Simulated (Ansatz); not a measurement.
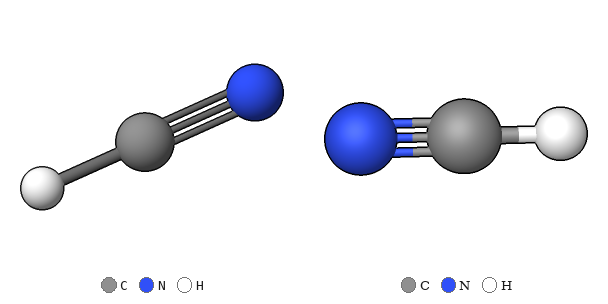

The same structure drawn twice, from different directions.

The computed structure is the end point of a PBE0-D4/def2-TZVP optimisation.

Describe the molecule.

Formula CHN. SMILES: `C#N`. Among its groups: nitrile. This geometry has C∞v symmetry. All atoms lie on one line. Coordination: 1 C linear.

The parts below concern this one geometry. Atoms keep their numbers from picture to picture.

## Vibrations

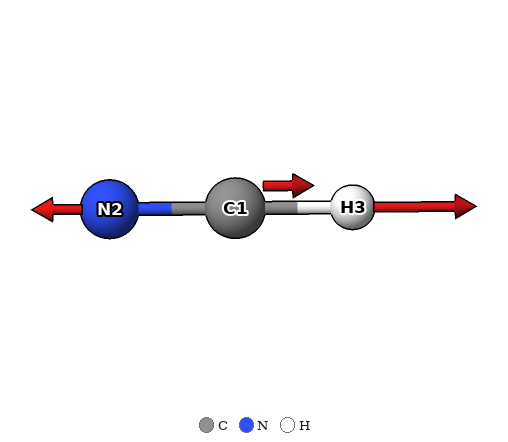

The arrows show one normal mode. Harmonic vibrations computed with RKS PBE0-D4/def2-TZVP (Ansatz 0.2.0) at a stationary point of the same level.

**Describe the motion.**

Mostly C–N stretching.

**At what wavenumber does it lie?**

2223 cm⁻¹; it is mode 3 of 4 counted from the lowest.

## Levels of theory compared

Program: Ansatz 0.2.0.

At this fixed geometry, give vertical IP (eV) at these levels: B2PLYP (frozen core)/def2-TZVPP; B3LYP-D4/def2-TZVPP; CCSD(T)/CBS (from def2-TZVPP and def2-QZVPP); PBE-D4/def2-TZVPP; PBE0-D4/def2-TZVPP; r2SCAN-D4/def2-TZVPP; ωB97M-V/def2-TZVPP; ωB97X-V/def2-TZVPP.

```csv
level,vertical IP (eV)
B2PLYP (frozen core)/def2-TZVPP,13.78
B3LYP-D4/def2-TZVPP,13.75
CCSD(T)/CBS (from def2-TZVPP and def2-QZVPP),13.89
PBE-D4/def2-TZVPP,13.77
PBE0-D4/def2-TZVPP,13.65
r2SCAN-D4/def2-TZVPP,13.65
ωB97M-V/def2-TZVPP,13.62
ωB97X-V/def2-TZVPP,13.65
```

## Charges

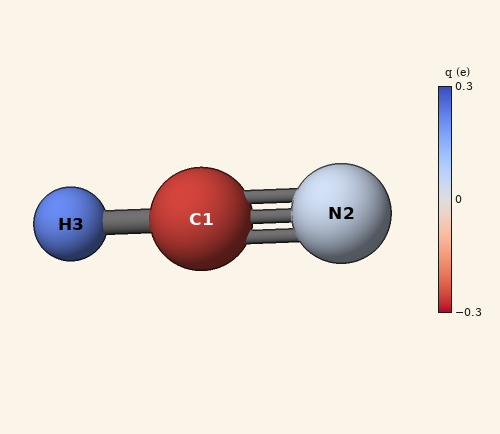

Atoms are coloured by their Mulliken charges. Properties computed with RKS B3LYP-D4/def2-TZVPP (Ansatz 0.2.0).

Give the Mulliken charges atom by atom.

```csv
atom,value (e)
C1,−0.26
N2,0.04
H3,0.22
```

Mulliken values depend strongly on the basis set and can even reverse the polarity of a bond.
